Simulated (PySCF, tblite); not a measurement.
# C₄H₁₂NPSi₂: geometry, infrared bands and NMR shifts

Wanted: the infrared bands and NMR shifts of C₄H₁₂NPSi₂ (`C=CN1C[SiH2][Si@H](P)C1`), by calculation.

Programs: tblite 0.8.0 and PySCF 2.14.0, with density-fitted response routines of our own. Each step states its level of theory. These are calculated values for one molecule in the gas phase, unless marked as measured. Atoms count from 0, in the outputs and in this text.

**1. The molecule as given**

20 atoms, charge 0, multiplicity 1; geometry from: force field or distance geometry start.

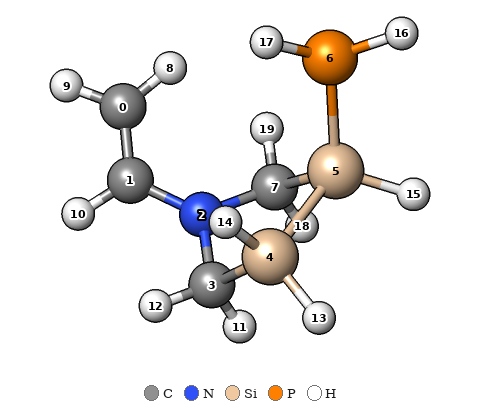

As it starts; carbon grey, nitrogen blue, silicon light orange, phosphorus orange, hydrogen white, atoms numbered.

**2. Optimising the geometry with GFN2-xTB**

The job: settings as JSON, then the geometry in Å.

```
{"job": {"kind": "relax", "xc": "GFN2-xTB", "basis": "xTB"}, "charge": 0, "multiplicity": 1}
C      2.243100    -1.559700     0.088600
C      2.146400    -0.234200    -0.020000
N      0.960000     0.408600    -0.475100
C      0.600300     1.793500    -0.149200
Si    -1.021800     1.658900     0.836300
Si    -1.698000    -0.109900    -0.410200
P     -2.145600    -1.866200     0.765900
C     -0.058400    -0.174400    -1.327100
H      1.441900    -2.236500    -0.161800
H      3.178800    -1.957000     0.457600
H      3.026600     0.351500     0.274000
H      0.488700     2.367800    -1.056900
H      1.395700     2.235300     0.489000
H     -1.875200     2.806600     0.608000
H     -0.807800     1.309300     2.221000
H     -2.811800     0.243900    -1.272700
H     -3.569600    -2.155600     0.802800
H     -1.531200    -1.920700     2.073800
H     -0.122400     0.330600    -2.309000
H      0.155200    -1.281000    -1.438100
```

Run with:

```
OMP_NUM_THREADS=1 python probes_run.py task.json out
```

This one command runs all jobs of the session in turn.

The log of the run:

```text
step      E/eV     max force
  0    -638.77452    2.627
  1    -639.10614    2.031
  2    -639.44972    1.750
  3    -639.74779    1.443
  4    -639.90981    1.201
  5    -639.97524    0.824
  6    -640.02837    0.505
  7    -640.04946    0.428
  8    -640.08475    0.337
  9    -640.10119    0.275
 10    -640.11797    0.318
 11    -640.12799    0.259
 12    -640.13837    0.224
 13    -640.14743    0.241
 14    -640.15540    0.193
 15    -640.16033    0.130
 16    -640.16319    0.107
 17    -640.16512    0.109
 18    -640.16709    0.120
 19    -640.16969    0.110
 20    -640.17296    0.151
 21    -640.17616    0.166
 22    -640.17866    0.135
 23    -640.18065    0.102
 24    -640.18258    0.124
 25    -640.18465    0.121
 26    -640.18677    0.105
 27    -640.18890    0.097
 28    -640.19118    0.119
 29    -640.19370    0.114
 30    -640.19629    0.108
 31    -640.19875    0.108
 32    -640.20091    0.108
 33    -640.20288    0.100
 34    -640.20498    0.113
 35    -640.20732    0.110
 36    -640.20958    0.118
 37    -640.21129    0.092
 38    -640.21244    0.073
 39    -640.21343    0.073
 40    -640.21439    0.073
 41    -640.21519    0.073
 42    -640.21580    0.097
 43    -640.21662    0.087
 44    -640.21806    0.088
 45    -640.21994    0.118
 46    -640.22132    0.098
 47    -640.22222    0.079
 48    -640.22286    0.070
 49    -640.22359    0.091
 50    -640.22438    0.086
 51    -640.22506    0.072
 52    -640.22551    0.049
 53    -640.22590    0.055
 54    -640.22651    0.081
 55    -640.22747    0.092
 56    -640.22867    0.110
 57    -640.22968    0.087
 58    -640.23039    0.065
 59    -640.23107    0.089
 60    -640.23202    0.102
 61    -640.23328    0.083
 62    -640.23451    0.075
 63    -640.23541    0.077
 64    -640.23611    0.071
 65    -640.23696    0.069
 66    -640.23807    0.099
 67    -640.23946    0.113
 68    -640.24106    0.130
 69    -640.24251    0.128
 70    -640.24365    0.103
 71    -640.24480    0.068
 72    -640.24562    0.057
 73    -640.24631    0.068
 74    -640.24692    0.067
 75    -640.24754    0.076
 76    -640.24814    0.055
 77    -640.24891    0.076
 78    -640.24967    0.084
 79    -640.25065    0.061
 80    -640.25142    0.061
 81    -640.25205    0.066
 82    -640.25269    0.085
 83    -640.25349    0.076
 84    -640.25424    0.054
 85    -640.25477    0.048
 86    -640.25524    0.052
 87    -640.25590    0.076
 88    -640.25678    0.073
 89    -640.25766    0.072
 90    -640.25823    0.063
 91    -640.25855    0.041
 92    -640.25881    0.036
 93    -640.25915    0.061
 94    -640.25947    0.062
 95    -640.25976    0.044
 96    -640.25997    0.027
 97    -640.26013    0.023
 98    -640.26026    0.034
 99    -640.26041    0.034
100    -640.26057    0.032
101    -640.26071    0.025
102    -640.26081    0.030
103    -640.26089    0.031
104    -640.26097    0.024
105    -640.26102    0.015
106    -640.26105    0.009
```

It took 2 s on 1 thread of Arm Neoverse N1, shared host; peak memory 0.18 GiB.

Along the way: (not every step is listed)

| step | energy from step 0 (eV) | largest force (eV/Å) |
| --- | --- | --- |
| 0 | 0.0000 | 2.6268 |
| 1 | -0.3316 | 2.0310 |
| 2 | -0.6752 | 1.7502 |
| 3 | -0.9733 | 1.4433 |
| 4 | -1.1353 | 1.2009 |
| 5 | -1.2007 | 0.8242 |
| 6 | -1.2538 | 0.5053 |
| 7 | -1.2749 | 0.4280 |
| 8 | -1.3102 | 0.3369 |
| 17 | -1.3906 | 0.1088 |
| 26 | -1.4122 | 0.1046 |
| 35 | -1.4328 | 0.1099 |
| 44 | -1.4435 | 0.0885 |
| 53 | -1.4514 | 0.0546 |
| 62 | -1.4600 | 0.0750 |
| 71 | -1.4703 | 0.0675 |
| 80 | -1.4769 | 0.0607 |
| 89 | -1.4831 | 0.0721 |
| 98 | -1.4857 | 0.0340 |
| 101 | -1.4862 | 0.0253 |
| 102 | -1.4863 | 0.0301 |
| 103 | -1.4864 | 0.0311 |
| 104 | -1.4864 | 0.0238 |
| 105 | -1.4865 | 0.0147 |
| 106 | -1.4865 | 0.0090 |

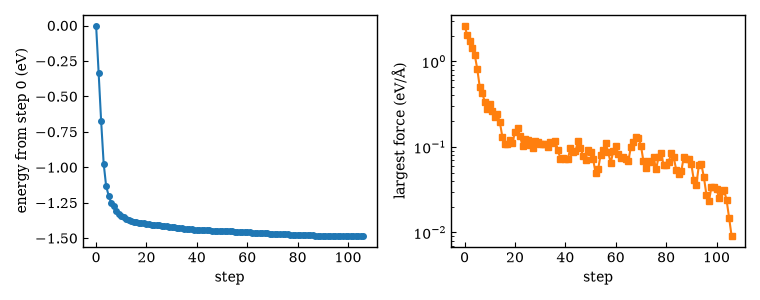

Energy and largest force along the relaxation.

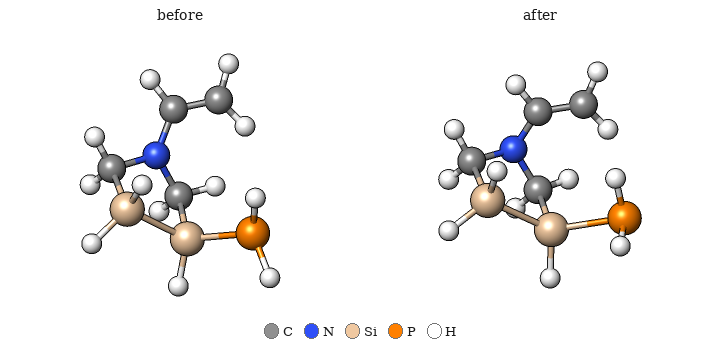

The geometry before (left) and after (right).

Close pairs (by a distance rule), those that changed most:

| bond | before (Å) | after (Å) | change (Å) |
| --- | --- | --- | --- |
| Si5–P6 | 2.161 | 2.245 | +0.085 |
| P6–H16 | 1.454 | 1.384 | -0.070 |
| Si4–Si5 | 2.267 | 2.336 | +0.068 |
| P6–H17 | 1.446 | 1.382 | -0.064 |
| Si5–C7 | 1.880 | 1.943 | +0.064 |
| C1–N2 | 1.424 | 1.377 | -0.047 |
| C7–H19 | 1.132 | 1.088 | -0.045 |
| C3–Si4 | 1.903 | 1.937 | +0.034 |

The final coordinates are the input of the step that follows.

**3. Infrared spectrum with GFN2-xTB**

The job: settings as JSON, then the geometry in Å.

```
{"job": {"kind": "ir", "xc": "GFN2-xTB", "basis": "xTB"}, "charge": 0, "multiplicity": 1}
C      1.822286    -1.592471     0.271643
C      1.795695    -0.267728     0.145924
N      1.025380     0.493792    -0.703611
C      0.646981     1.812646    -0.238922
Si    -0.961538     1.668358     0.830456
Si    -1.646766    -0.203369    -0.386838
P     -1.855015    -2.239271     0.536981
C     -0.029586    -0.136733    -1.462396
H      1.163553    -2.258171    -0.258765
H      2.542763    -2.056841     0.919398
H      2.487925     0.332612     0.724604
H      0.466400     2.441835    -1.115849
H      1.482624     2.251961     0.304850
H     -1.728273     2.913793     0.754858
H     -0.583701     1.457041     2.234190
H     -2.811385    -0.071810    -1.282676
H     -2.951196    -1.889631     1.305782
H     -0.973214    -2.015980     1.577226
H     -0.209220     0.479321    -2.348193
H      0.311139    -1.108675    -1.811698
```

The log of the run:

```text
mode    cm-1     km/mol
  1      51.8      0.48
  2      63.5      0.68
  3     101.9      2.76
  4     125.4      2.43
  5     137.4      7.91
  6     180.8      3.84
  7     276.8     10.39
  8     331.6      7.94
  9     374.1     18.37
 10     388.7     11.47
 11     400.9      1.96
 12     433.6     13.18
 13     488.0     40.11
 14     499.7     79.21
 15     532.1    160.87
 16     550.9     42.03
 17     582.1     36.54
 18     609.1    131.04
 19     640.1     15.44
 20     662.2      9.81
 21     685.0     43.87
 22     702.9     19.17
 23     727.8     59.31
 24     775.4     77.06
 25     782.8    183.44
 26     796.3     10.90
 27     803.4     86.63
 28     833.5     27.71
 29     981.2     11.45
 30    1018.2      8.99
 31    1102.4      7.66
 32    1128.6     30.88
 33    1143.7     13.83
 34    1215.0      8.40
 35    1236.6      5.43
 36    1242.7     29.41
 37    1331.5     13.69
 38    1347.5     34.71
 39    1427.1     38.65
 40    1469.1      2.82
 41    1482.8      6.83
 42    1691.9    181.45
 43    2129.1    211.68
 44    2202.5    292.38
 45    2236.9    294.30
 46    2301.0    110.70
 47    2388.3    151.66
 48    2930.3     14.76
 49    2935.3     60.78
 50    2992.6     18.83
 51    3015.6     11.31
 52    3039.1     41.08
 53    3109.5     38.06
 54    3144.0     48.55
```

Wall time 1.9 s (1 thread of Arm Neoverse N1, shared host); peak memory 0.18 GiB.

The strongest bands and the atoms that carry them (share of the mass-weighted mode):

| cm⁻¹ | km/mol | atoms |
| --- | --- | --- |
| 532 | 160.9 | Si5 27 %, H14 22 %, H15 18 % |
| 609 | 131.0 | H14 41 %, H13 24 % |
| 783 | 183.4 | H14 43 %, H13 34 % |
| 1692 | 181.4 | C1 54 %, C0 35 % |
| 2129 | 211.7 | H15 96 % |
| 2202 | 292.4 | H14 95 % |
| 2237 | 294.3 | H13 96 % |
| 2388 | 151.7 | H17 59 %, H16 37 % |

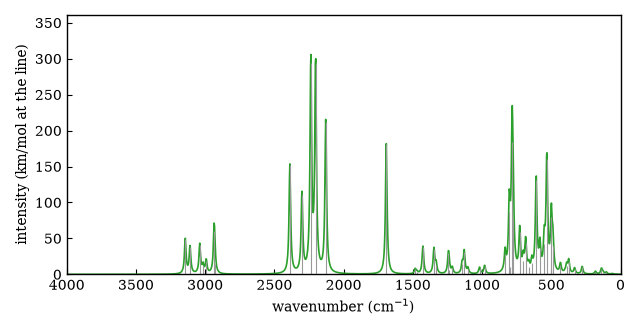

The infrared spectrum from these modes, unscaled. Lines are broadened to a width of 14 cm⁻¹ (Lorentzian).

**4. Shielding tensors: PBE0/pcSseg-1**

Same as in step 3 but for these lines:

```diff
@@ -1,2 +1,2 @@
-{"job": {"kind": "ir", "xc": "GFN2-xTB", "basis": "xTB"}, "charge": 0, "multiplicity": 1}
+{"job": {"kind": "nmr", "xc": "PBE0", "basis": "pcSseg-1"}, "charge": 0, "multiplicity": 1}
 C      1.822286    -1.592471     0.271643
```

Method: GIAO PBE0/pcSseg-1 NMR shielding, non-relativistic, gas phase.

The log of the run:

```text
coarse grid: 17720 points
cycle   1  E = -1133.9222611408  dE =  8.407e-01  |g| = 4.021e-01  |ddm| = 4.067e+00
cycle   2  E = -1133.9062517978  dE =  1.601e-02  |g| = 4.687e-01  |ddm| = 8.800e-01
cycle   3  E = -1133.9654868862  dE = -5.924e-02  |g| = 7.987e-02  |ddm| = 5.271e-01
cycle   4  E = -1133.9666238886  dE = -1.137e-03  |g| = 4.526e-02  |ddm| = 1.160e-01
cycle   5  E = -1133.9671290811  dE = -5.052e-04  |g| = 8.670e-03  |ddm| = 5.277e-02
cycle   6  E = -1133.9671468846  dE = -1.780e-05  |g| = 3.470e-03  |ddm| = 1.428e-02
cycle   7  E = -1133.9671495051  dE = -2.620e-06  |g| = 6.024e-04  |ddm| = 3.135e-03
final grid: 156072 points
cycle   8  E = -1134.0122722669  dE = -4.109e-05  |g| = 7.396e-03  |ddm| = 3.750e-02
cycle   9  E = -1134.0122621580  dE =  1.011e-05  |g| = 9.470e-03  |ddm| = 1.910e-02
cycle  10  E = -1134.0122862524  dE = -2.409e-05  |g| = 1.616e-03  |ddm| = 1.236e-02
cycle  11  E = -1134.0122868726  dE = -6.203e-07  |g| = 3.827e-04  |ddm| = 1.806e-03
cycle  12  E = -1134.0122869046  dE = -3.199e-08  |g| = 9.092e-05  |ddm| = 4.108e-04
cycle  13  E = -1134.0122869067  dE = -2.045e-09  |g| = 3.509e-05  |ddm| = 1.363e-04
cycle  14  E = -1134.0122869070  dE = -3.006e-10  |g| = 6.479e-06  |ddm| = 3.844e-05
converged SCF energy = -1134.0122869070

GIAO shielding tensors (ppm)
atom      isotropic    diamagn.    paramagn.     s11        s22        s33       span
  0 C       98.200     257.894    -159.694      8.116    114.317    172.168    164.052
  1 C       38.363     255.689    -217.326    -67.170     61.305    120.955    188.125
  2 N      171.524     329.611    -158.087    112.435    179.180    222.959    110.524
  3 C      141.806     251.461    -109.655    112.264    122.507    190.647     78.383
  4 Si     418.337     881.344    -463.007    384.190    416.080    454.740     70.550
  5 Si     396.692     881.852    -485.159    352.904    402.411    434.762     81.858
  6 P      604.361     967.936    -363.575    528.140    598.127    686.816    158.677
  7 C      147.532     252.874    -105.342    115.106    149.129    178.360     63.253
  8 H       28.006      34.505      -6.499     23.944     28.169     31.904      7.960
  9 H       27.765      30.238      -2.474     24.958     26.657     31.679      6.721
 10 H       25.840      32.468      -6.628     22.252     25.840     29.428      7.176
 11 H       29.268      31.194      -1.925     23.707     26.980     37.118     13.411
 12 H       28.410      31.455      -3.046     23.717     27.229     34.283     10.566
 13 H       27.930      29.817      -1.887     24.368     24.874     34.548     10.180
 14 H       27.985      30.247      -2.262     24.870     25.617     33.468      8.598
 15 H       27.414      30.079      -2.665     23.567     25.114     33.561      9.993
 16 H       30.243      30.058       0.185     24.329     26.948     39.451     15.121
 17 H       30.225      31.764      -1.539     24.763     29.241     36.673     11.910
 18 H       29.334      31.927      -2.593     23.327     27.450     37.226     13.899
 19 H       28.302      33.068      -4.766     25.088     26.705     33.112      8.024
```

Wall time 1.7 min (1 thread of Arm Neoverse N1, shared host); peak memory 0.93 GiB.

Shifts follow as δ = σ(reference) − σ, with reference shieldings (ppm) from runs at the same level and on the same kind of geometry: 1H TMS 31.72, 13C TMS 186.9, 29Si TMS 349.2, 15N NH3 267.7, 31P H3PO4 318.4. The references are single molecules in the gas phase, so shifts against H2O, NH3, PH3, H3PO4 or CFCl3 are not on the usual liquid scales and can be off by tens of ppm. Atoms listed in one row are averaged.

| atoms | environment | σ (ppm) | δ (ppm) | δ scaled to CDCl3 |
| --- | --- | --- | --- | --- |
| C1 | alkene carbon bearing nitrogen | 38.4 | 148.6 | 143.1 |
| C0 | β carbon of an enol-ether or enamine type C=C | 98.2 | 88.7 | 84.7 |
| C3 | sp3 CH2 bonded to N and Si | 141.8 | 45.1 | 42.1 |
| C7 | sp3 CH2 bonded to N and Si | 147.5 | 39.4 | 36.5 |
| H10 | hydrogen on an alkene carbon bearing nitrogen | 25.84 | 5.88 | 5.65 |
| H15 | hydrogen on a silicon bonded to C, P, Si, in a 5-membered ring | 27.41 | 4.30 | – |
| H9 | hydrogen on a β carbon of an enol-ether or enamine type C=C | 27.76 | 3.95 | 3.83 |
| H13 | hydrogen on a silicon bonded to C, Si, in a 5-membered ring | 27.93 | 3.79 | – |
| H14 | hydrogen on a silicon bonded to C, Si, in a 5-membered ring | 27.99 | 3.73 | – |
| H8 | hydrogen on a β carbon of an enol-ether or enamine type C=C | 28.01 | 3.71 | 3.60 |
| H19 | hydrogen on an sp3 CH2 bonded to N and Si | 28.30 | 3.42 | 3.32 |
| H12 | hydrogen on an sp3 CH2 bonded to N and Si | 28.41 | 3.31 | 3.22 |
| H11 | hydrogen on an sp3 CH2 bonded to N and Si | 29.27 | 2.45 | 2.41 |
| H18 | hydrogen on an sp3 CH2 bonded to N and Si | 29.33 | 2.38 | 2.35 |
| H16, H17 | hydrogen on a phosphorus bonded to Si | 30.23 | 1.48 | – |
| N2 | enamine nitrogen | 171.5 | 96.2 | – |
| Si5 | silicon bonded to C, P, Si, H, in a 5-membered ring | 396.7 | -47.5 | – |
| Si4 | silicon bonded to C, Si, 2 H, in a 5-membered ring | 418.3 | -69.2 | – |
| P6 | phosphorus bonded to Si, 2 H | 604.4 | -286.0 | – |

The scaled column applies a straight-line fit of computed shieldings to shifts measured in CDCl3 (root-mean-square error 0.16 ppm for H, 1.9 ppm for C).

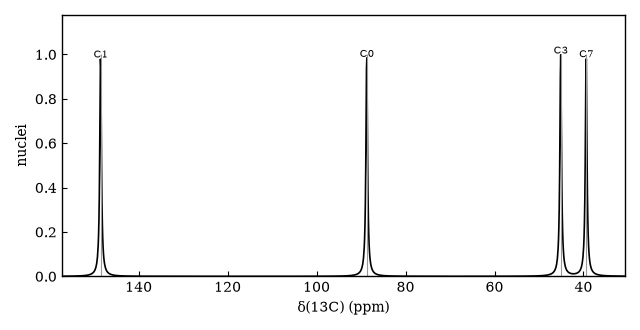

13C lines at the computed shifts, without couplings. Lines are broadened to a width of 0.44 ppm (Lorentzian).

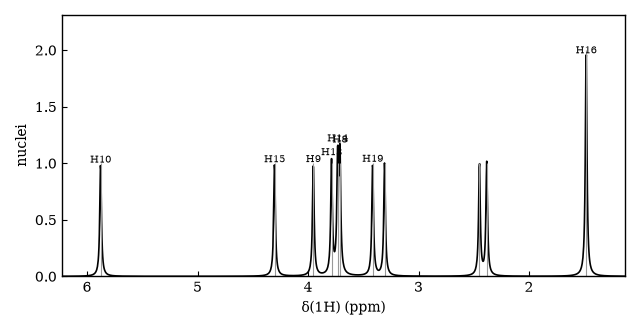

1H lines at the computed shifts, without couplings. Lines are broadened to a width of 0.02 ppm (Lorentzian).

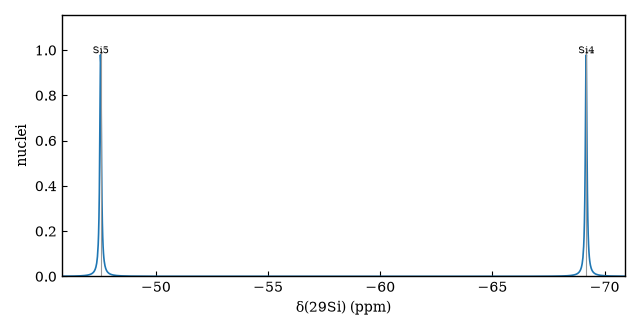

29Si lines at the computed shifts, without couplings. Lines are broadened to a width of 0.09 ppm (Lorentzian).

Charges from the same density, by scheme (e):

| atoms | Mulliken | IAO | Hirshfeld | ESP fit |
| --- | --- | --- | --- | --- |
| C0 | -0.27 | -0.43 | -0.16 | -0.58 |
| C1 | 0.05 | -0.05 | -0.01 | 0.01 |
| N2 | -0.56 | -0.17 | -0.06 | -0.31 |
| C3 | -0.28 | -0.41 | -0.11 | -0.08 |
| Si4 | 0.35 | 0.40 | 0.22 | 0.11 |
| Si5 | 0.21 | 0.38 | 0.20 | 0.19 |
| P6 | -0.19 | -0.08 | -0.02 | -0.34 |
| C7 | -0.27 | -0.41 | -0.11 | -0.13 |

Mulliken charges:

C0 -0.27; C1 0.05; N2 -0.56; C3 -0.28; Si4 0.35; Si5 0.21; P6 -0.19; C7 -0.27; H8 0.12; H9 0.11; H10 0.10; H11 0.14; H12 0.14; H13 -0.05; H14 -0.04; H15 -0.01; H16 0.06; H17 0.07; H18 0.15; H19 0.16

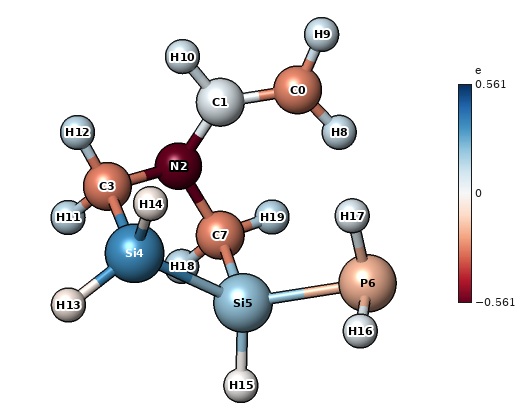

Mulliken charges, as colours on the atoms.

Mayer bond orders: C0–C1 1.87, C1–N2 1.07, N2–C3 0.94, C3–Si4 0.88, Si4–Si5 0.89, Si5–P6 1.02, Si5–C7 0.86, C7–N2 0.94.

Ring of atoms N2, C3, Si4, Si5, C7: NICS(0) -5.5, NICS(1) -4.4, NICS(1)zz -3.7 ppm (means of both faces).

Orbitals, density, ELF and potential are computed afterwards from the orbital file.

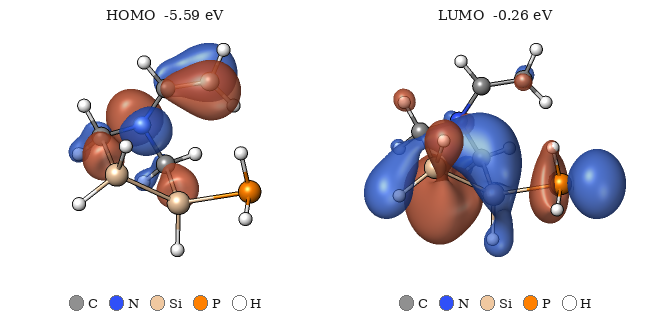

Frontier orbitals at PBE0/pcSseg-1; each surface holds 70 % of the orbital's density, blue and red mark the sign.

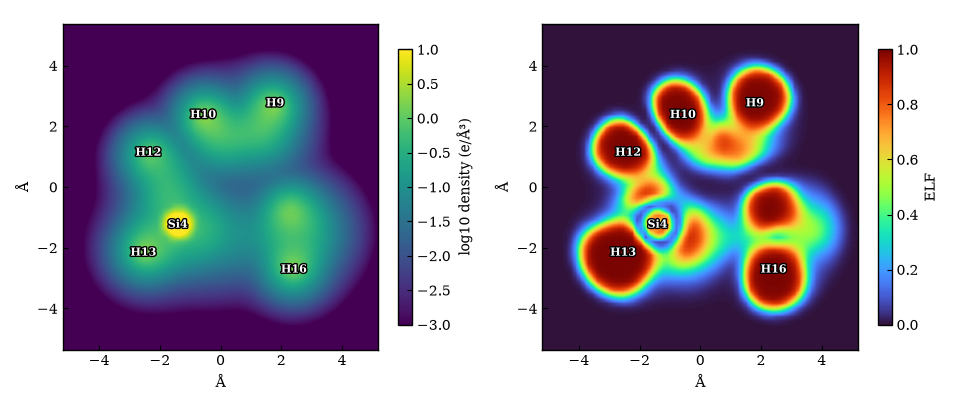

Density (left) and ELF (right) in a plane through or near 6 of the atoms.

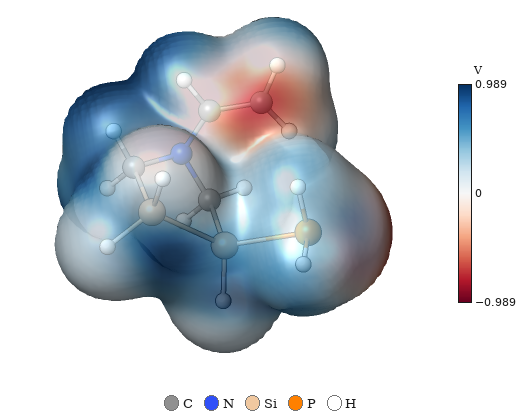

The potential that a unit positive charge feels on the 0.002 e/bohr³ surface, from -0.97 V near N2 to 0.99 V near H12.

**5. Outcome**

| quantity | value |
| --- | --- |
| strongest single infrared mode (GFN2-xTB) | 2237 cm⁻¹, 294 km/mol |
| zero-point energy (GFN2-xTB) | 91.2 kcal/mol |
| 13C shifts against TMS (PBE0/pcSseg-1) | 148.6, 88.7, 45.1, 39.4 ppm |
| 1H shifts against TMS (PBE0/pcSseg-1, means over atoms taken as alike) | 5.88, 4.30, 3.95, 3.79, 3.73, 3.71, 3.42, 3.31, 2.45, 2.38, 1.48 ppm |
| 15N shifts against NH3 (PBE0/pcSseg-1) | 96.2 ppm |
| 29Si shifts against TMS (PBE0/pcSseg-1) | -47.5, -69.2 ppm |
| 31P shifts against H3PO4 (PBE0/pcSseg-1) | -286.0 ppm |
| surface potential, least and greatest | -0.97 V and 0.99 V |

What this shows: Over 106 steps the energy fell by 1.487 eV; of the close pairs, Si5–P6 changed most, 2.161 to 2.245 Å. No mode is imaginary among the 54: a minimum at this level. The strongest single mode, at 2237 cm⁻¹, moves mainly H13. Unscaled tight-binding wavenumbers are off by several per cent, some by more. Its intensities can rank the bands wrongly. The most deshielded carbon is C1 (alkene carbon bearing nitrogen), at 148.6 ppm: an sp2 carbon further deshielded by the attached heteroatom. H10 (hydrogen on an alkene carbon bearing nitrogen) lies farthest downfield among hydrogen, at 5.88 ppm; olefinic region. At PBE0/pcSseg-1: The widest tensor belongs to C1: span 188 ppm, with a paramagnetic part of -217 ppm.
